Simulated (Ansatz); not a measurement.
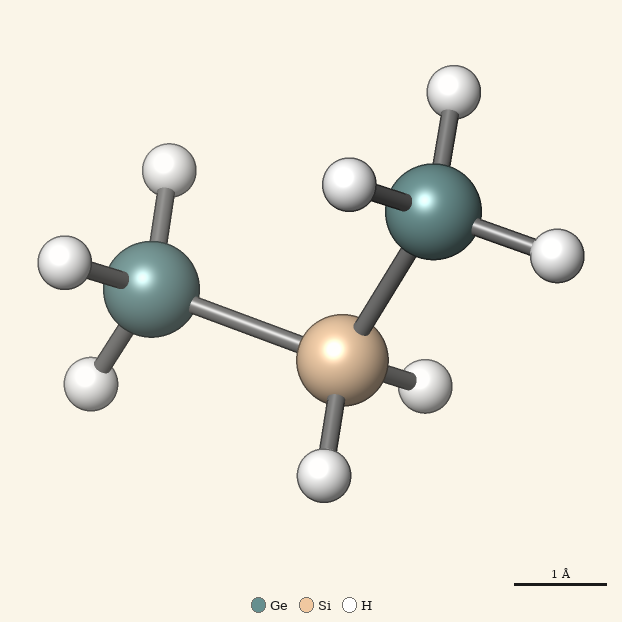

A ball-and-stick model of a molecule.

The geometry was computed by an optimisation with PBE0-D4/def2-TZVP.

Identify the structure.

The molecule is Ge2H8Si. SMILES: `[GeH3][SiH2][GeH3]`. Among its groups: Si–H bond. This geometry has C2v symmetry. Coordination: 2 Ge tetrahedral; 1 Si tetrahedral.

The parts below concern this one geometry. Atoms keep their numbers from picture to picture.

### Geometry

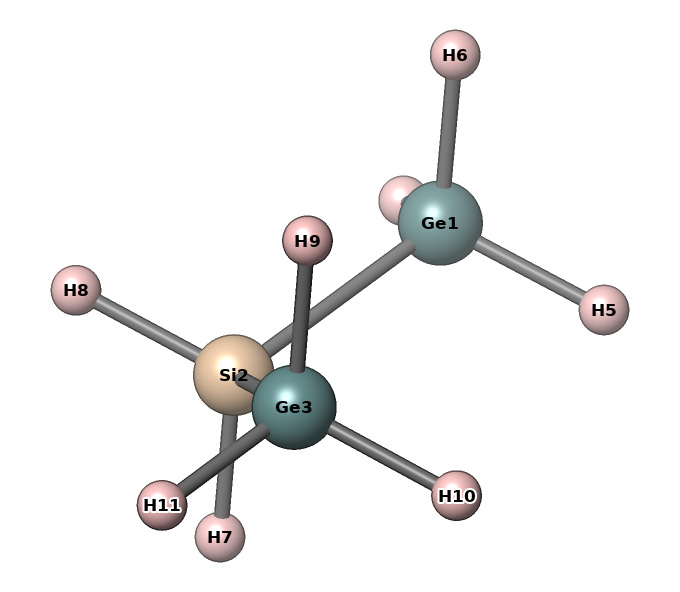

Si2 lies behind Ge3. The molecule seen a little off the Ge3–Si2 bond, Ge3 in front. Atoms fade into the background with distance from the viewer.

> What is the torsion angle H9–Ge3–Si2–Ge1? The sign is positive where the front bond must turn clockwise to cover the back bond.

60°, synclinal (gauche). The bonds about Ge3–Si2 are staggered.

### Levels of theory compared

Program: Ansatz 0.2.0.

Compare HOMO energy (eV) at these levels: BLYP-D4/def2-TZVPP; CAM-B3LYP-D4/def2-TZVPP; PBE0-D4/def2-SVP; r2SCAN0-D4/def2-TZVPP; revPBE-D4/def2-TZVPP; ωB97M-V/def2-TZVPP.

| level | HOMO energy (eV) |
| --- | --- |
| BLYP-D4/def2-TZVPP | −6.75 |
| CAM-B3LYP-D4/def2-TZVPP | −9.15 |
| PBE0-D4/def2-SVP | −7.97 |
| r2SCAN0-D4/def2-TZVPP | −8.11 |
| revPBE-D4/def2-TZVPP | −6.86 |
| ωB97M-V/def2-TZVPP | −9.91 |

### Vibrations

Harmonic vibrations computed with RKS PBE0-D4/def2-TZVP (Ansatz 0.2.0) at a stationary point of the same level.

> How many vibrational modes are there, and where do they lie?

27 modes: 70, 75, 87, 309, 312, 386, 393, 413, 509, 548, 682, 695, 798, 808, 880, 882, 883, 885, 922, 2141, 2145, 2150, 2150, 2152, 2153, 2208, 2219 cm⁻¹.

### Charges

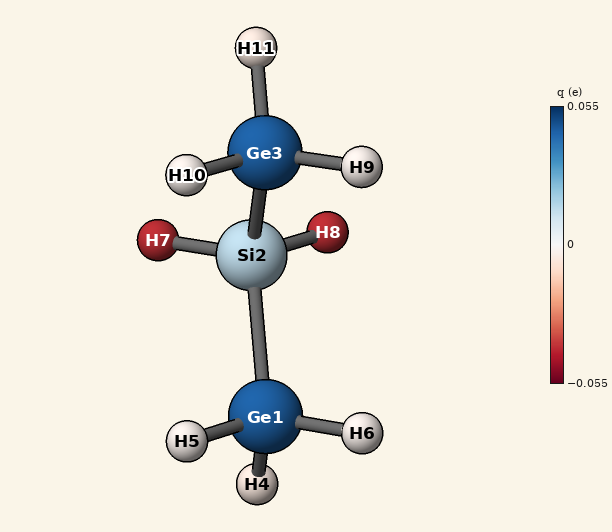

Atoms are coloured by their Mulliken charges. Properties computed with RKS PBE-D4/def2-TZVPP (Ansatz 0.2.0).

> Which atom carries the highest charge (most positive or least negative)?

Ge1, Ge3 (0.04 e).

> And the lowest?

H7, H8 (−0.04 e).

List the Mulliken charges.

```csv
atom,value (e)
Ge1,0.04
Si2,0.01
Ge3,0.04
H4,−0.01
H5,0.00
H6,0.00
H7,−0.04
H8,−0.04
H9,0.00
H10,0.00
H11,−0.01
```

Mulliken values depend strongly on the basis set and can even reverse the polarity of a bond.
